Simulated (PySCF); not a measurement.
## Electronic structure of C2H8N2O2Si2 in real space

```xyz
16

C     2.9233    0.5533   -0.0906
O     1.5173    0.3297   -0.0701
C     1.0979   -0.8836    0.2880
O     1.8494   -1.7813    0.5859
Si   -0.8062   -1.0215    0.2645
N    -1.6525    0.2522    1.0870
Si   -2.5262    0.8444   -0.3003
N    -1.5874   -0.3602   -1.1385
H     3.3218    0.5302    0.9258
H     3.0738    1.5331   -0.5362
H     3.4195   -0.2217   -0.6788
H    -1.1914   -2.3837    0.6229
H    -1.7139    0.4916    2.0583
H    -3.9528    0.5393   -0.2605
H    -2.2121    2.2202   -0.6665
H    -1.5680   -0.6330   -2.1025
```

Geometry: GFN2-xTB.

Method: PBE0/pcSseg-1, SCF density, gas phase, non-relativistic in PySCF.

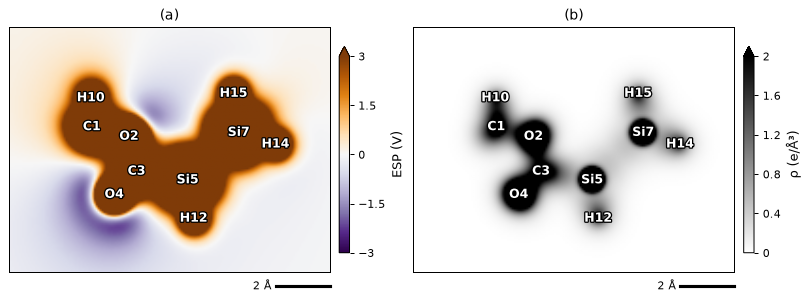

Figure 1. (a) molecular electrostatic potential; (b) total electron density on the plane of atoms O2, C3 and O4.

> What do the fields say about this system?

- The section cuts through C, O, Si and H sites.
- C–O (1.21 Å): the density is about 3.3 e/Å³ at the midpoint.
- C–Si (1.91 Å): ρ at the midpoint is about 0.96 e/Å³.
- C–O (1.33 Å): the density is about 2.5 e/Å³ at the midpoint.
- C–H (1.09 Å): the density is about 2.1 e/Å³ at the midpoint.
- Si–H (1.46 Å): ρ at the midpoint is about 0.82 e/Å³.
- Outside the dense part of the molecule the potential is most negative (−2.2 V) near O4.

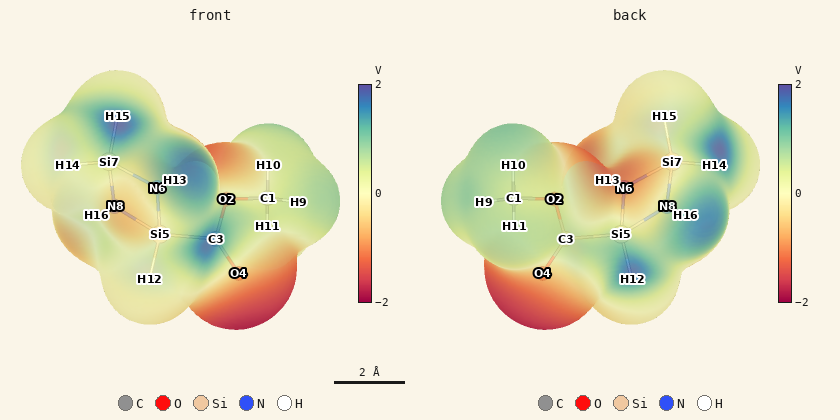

Figure 2. The electrostatic potential painted on the density surface at 0.002 e/bohr³, seen from the front and from behind; the colour scale runs from red (negative) to blue (positive).

> Where is the surface potential most negative and most positive?

The most negative region (about −1.7 V) lies over O4, the most positive (about +1.8 V) over Si5 and Si7. O4 is the likeliest acceptor of a hydrogen bond.

> How polar is the molecule by this calculation?

Its dipole moment is 2.12 D.
